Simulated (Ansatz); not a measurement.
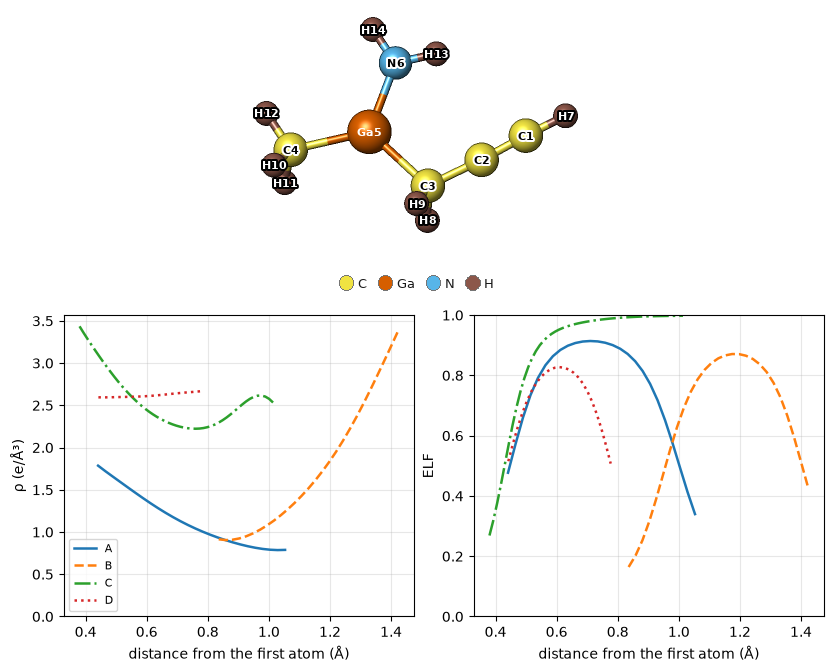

Figure. C₄H₈GaN (SMILES C#C[CH2][Ga]([CH3])[NH2]). Electron density and ELF along straight lines between neighbouring atoms. The curves leave out the atomic cores. The structure is drawn too.

Geometry: r2SCAN-D4/def2-SVP.

All numbers below come from isolated molecule in a Gaussian basis; Kohn-Sham density functional theory, functional PBE0 in Ansatz 0.2.0.

```xyz
14

C     0.1903   -2.1053    3.1800
C     0.3757   -1.3422    2.2480
C     0.5246   -0.4541    1.1195
C    -1.3480    0.6407   -1.6311
Ga   -1.1238   -0.4286   -0.0050
N    -2.4374   -1.5039    0.6142
H     0.0651   -2.7692    4.0143
H     0.7371    0.5788    1.4494
H     1.3756   -0.7565    0.4828
H    -0.5886    0.3679   -2.3816
H    -1.2177    1.7127   -1.4115
H    -2.3432    0.4976   -2.0784
H    -2.3164   -2.0571    1.4576
H    -3.3514   -1.6381    0.1972
```

Q: Which curve belongs to which contact (C–C, C–Ga, Ga–N and N–H)? The first atom named is at distance zero.

A: Curve A: C–Ga (1.96 Å): the density is about 0.8 e/Å³ at the midpoint; the ELF peaks at about 0.90 in the valence shell of C, 0.7 Å from its nucleus, and is about 0.60 at the midpoint. Curve B: Ga–N (1.81 Å): ρ is about 0.92 e/Å³ halfway; the ELF peaks at about 0.85 in the valence shell of N, 0.6 Å from its nucleus, and is about 0.30 at the midpoint. Curve C: N–H (1.01 Å): ρ is about 2.8 e/Å³ halfway; the ELF climbs to about 1 towards the hydrogen, as it does in any bond to H: an ordinary covalent bond to hydrogen. Curve D: C–C (1.22 Å): the density is about 2.6 e/Å³ at the midpoint; the ELF peaks at about 0.85 between the atoms; a multiple bond.
